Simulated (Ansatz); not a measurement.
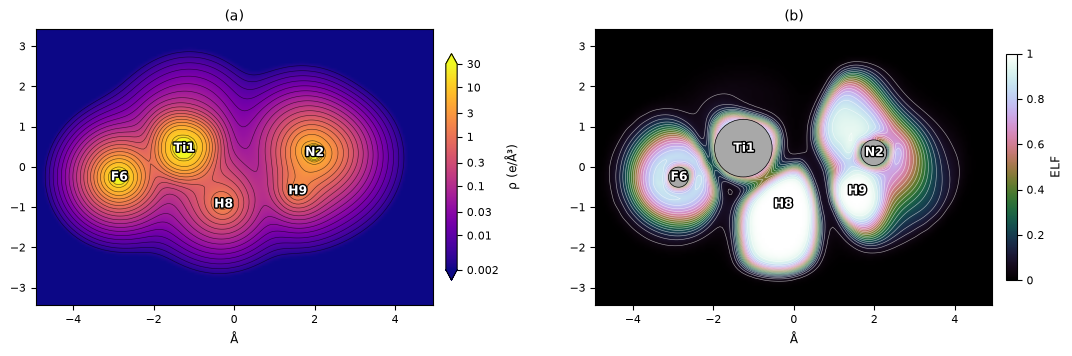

Figure 1: F₃HTi···NH₃. (a) electron density; (b) ELF on the plane of atoms F6, Ti1 and H8. Grey discs cover the atomic cores in the ELF map.

Not at a stationary point (largest force 0.8 eV/Å).

Method: RKS PBE/def2-mTZVP in Ansatz.

Input

```
crystal:
  periodic: [false, false, false]
  atoms:
    - { symbol: Ti, position_ang: [0.0, 0.0, 0.0] }
    - { symbol: "N", position_ang: [0.0, 0.0, 2.41] }
    - { symbol: H, position_ang: [-0.877, -0.2713, 2.94] }
    - { symbol: H, position_ang: [0.877, 0.2713, 2.94] }
    - { symbol: F, position_ang: [1.7257, 0.0, -0.6094] }
    - { symbol: F, position_ang: [-0.8619, 1.4933, -0.6094] }
    - { symbol: F, position_ang: [-0.8619, -1.4933, -0.6094] }
    - { symbol: H, position_ang: [-1.898, 0.006, 0.6306] }
    - { symbol: H, position_ang: [-1.4689, 0.0047, 1.6495] }
basis:
  gaussian: { orbitals: def2-mTZVP }
hamiltonian:
  xc: pbe
relax:
  f_tol: 0.15
  max_steps: 25
  restrain:
    - { distance: [0, 7], at: 1.7, k: 30.0 }
    - { distance: [8, 1], at: 1.06, k: 30.0 }
    - { distance: [0, 1], at: 3.26, k: 30.0 }
    - { distance: [8, 7], at: 1.86, k: 30.0 }
output:
  orbitals: {}
```

Launched as:

```sh
ansatz run input.yaml --threads 4 --pin off --max-ram 5120MiB --backend cpu --events-out ev --progress --plain --runs-dir out
```

The fields are those of the run's last geometry, not of the input's.

**Interpret the plot.**

- Atoms in the plane: Ti, N, F and H.
- H8···H9 (1.87 Å): the density falls to about 0.11 e/Å³ on the way; the ELF dips to about 0.05 between them.
- Ti–F (1.77 Å): ρ at the midpoint is about 1.1 e/Å³; the ELF peaks at about 0.85 in the valence shell of F, 0.5 Å from its nucleus, and drops to about 0.25 between the two atoms.
- N–H (1.04 Å): ρ is about 2.7 e/Å³ halfway; the ELF climbs to about 1 towards the hydrogen, as it does in any bond to H: a covalent bond by its length.
- Ti–H (1.70 Å): ρ is about 1 e/Å³ halfway; the ELF climbs to about 1 towards the hydrogen.
